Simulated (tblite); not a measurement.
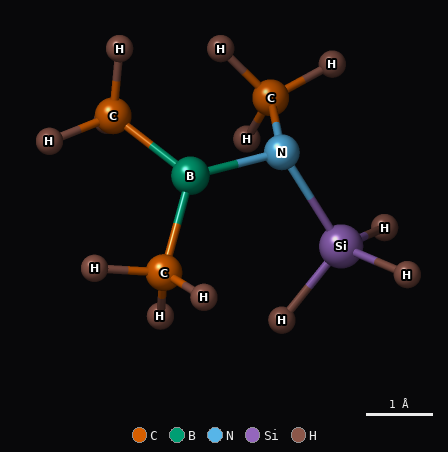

This is the input geometry for a relaxation of C3H12BNSi. Style: ball-and-stick. Shown at a tilt.

Level of theory: GFN2-xTB geometry optimisation, gas phase (tblite).

```xyz
18

C    -0.3592   -1.9295   -0.2895
B    -0.6259   -0.4001    0.0680
C    -1.9510    0.2004   -0.4941
N     0.4973    0.5747    0.4026
C     0.2344    1.7918   -0.3294
Si    2.0815   -0.0118   -0.1589
H    -1.3721   -2.3973   -0.4295
H     0.1388   -2.4699    0.5188
H     0.1291   -2.0161   -1.2784
H    -2.4597    0.8413    0.2491
H    -1.7287    0.6848   -1.4573
H    -2.6806   -0.6232   -0.7274
H    -0.8362    2.0141   -0.1709
H     0.8491    2.6442    0.0318
H     0.4371    1.6220   -1.4200
H     2.9010   -0.5565    0.9432
H     1.9252   -1.0534   -1.1803
H     2.8110    1.0907   -0.8189
```

> Where does the relaxation end?

After 115 geometry steps the energy has fallen by 1.464 eV. The largest move after the best rigid fit is that of H15, 0.79 Å. By element the largest moves are H 0.79 Å, N 0.73 Å, B 0.46 Å, C 0.18 Å, Si 0.11 Å. Near-neighbour distances that change, for instance: B2–N4 1.524 → 1.411 Å, C1–H7 1.124 → 1.088 Å, N4–Si6 1.780 → 1.749 Å, B2–C3 1.560 → 1.590 Å. Among the angles between lasting bonds that change: C5–N4–Si6 106.2° → 117.9°, B2–N4–C5 107.1° → 118.6°, B2–N4–Si6 112.1° → 123.5°.

History of the run:

```csv
step,"E − E(0), eV"
0,0.0000
1,-0.2808
2,-0.4452
3,-0.5607
4,-0.6851
5,-0.7552
6,-0.8797
7,-0.9658
8,-1.0449
9,-1.1059
10,-1.1621
16,-1.3804
21,-1.4339
27,-1.4440
32,-1.4463
38,-1.4483
43,-1.4495
49,-1.4513
54,-1.4530
60,-1.4556
65,-1.4580
71,-1.4598
76,-1.4604
82,-1.4608
87,-1.4613
93,-1.4625
98,-1.4631
104,-1.4637
109,-1.4640
115,-1.4642
```

The structure at the end:

```xyz
18

C    -0.3768   -1.9839   -0.2620
B    -0.5991   -0.4177   -0.3911
C    -2.0676    0.1469   -0.6193
N     0.5017    0.4617   -0.3145
C     0.2548    1.8961   -0.3783
Si    2.1607   -0.0772   -0.1818
H    -1.2673   -2.4992    0.0923
H     0.4440   -2.2463    0.4014
H    -0.1397   -2.4083   -1.2372
H    -2.4159    0.6969    0.2552
H    -2.1161    0.8433   -1.4554
H    -2.7921   -0.6416   -0.8084
H    -0.4894    2.1864    0.3646
H     1.1659    2.4583   -0.1846
H    -0.1210    2.1809   -1.3637
H     2.4151   -0.5983    1.1663
H     2.4326   -1.0908   -1.2021
H     3.0013    1.0991   -0.4224
```

The end point in the same view:

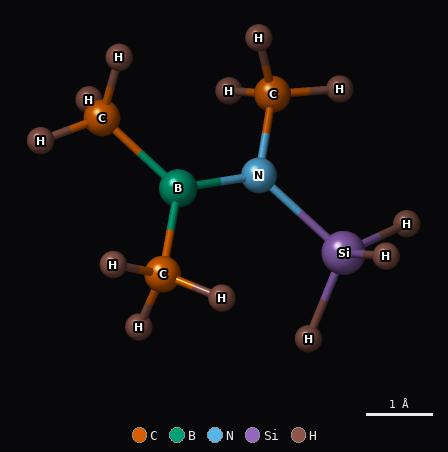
